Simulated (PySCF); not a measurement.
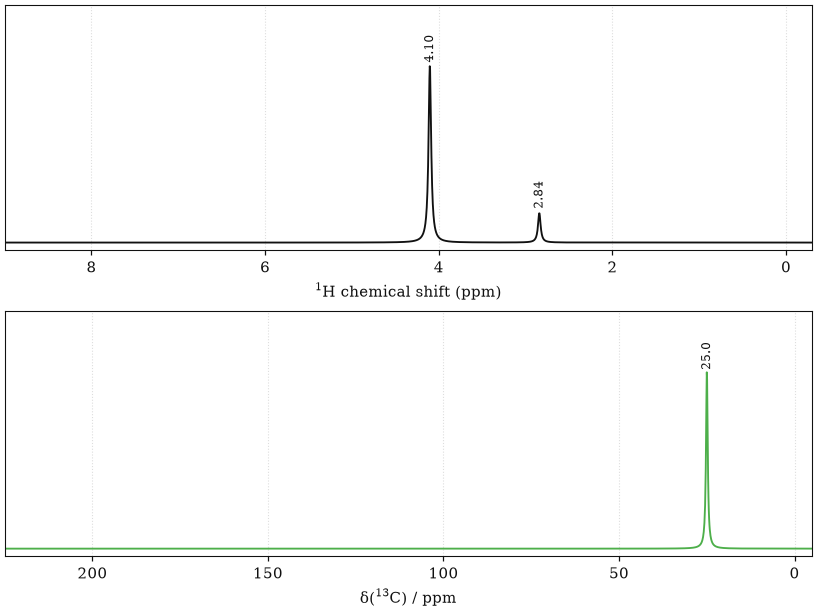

GIAO shifts, PBE0/pcSseg-1 with PySCF, at a GFN2-xTB geometry (no frequency check), against TMS for ¹H and TMS for ¹³C computed at the same level. Gas phase, fully decoupled, line heights follow the number of nuclei, widths are arbitrary (no quadrupolar broadening); values of one conformer, averaged over methyl-type rotors and exact or near symmetry.

Which structure fits the spectrum?
A. C₄HCl₃O₂, SMILES O=C(O)C#CC(Cl)(Cl)Cl
B. CH₇ClSi₂, SMILES [SiH3]C([SiH3])Cl
C. C₆H₃OS⁻, SMILES C#Cc1ccsc1[O-]
D. C₆H₃NO₂, SMILES N#Cc1ccc(=O)oc1

Option B. Its ¹H signals: 4.10 (6 H), 2.84 (1 H) ppm. Its ¹³C signals: 25.0 (1 C) ppm.

Known limits of this run: the tight-binding geometry is rougher than a DFT one and adds to the error.
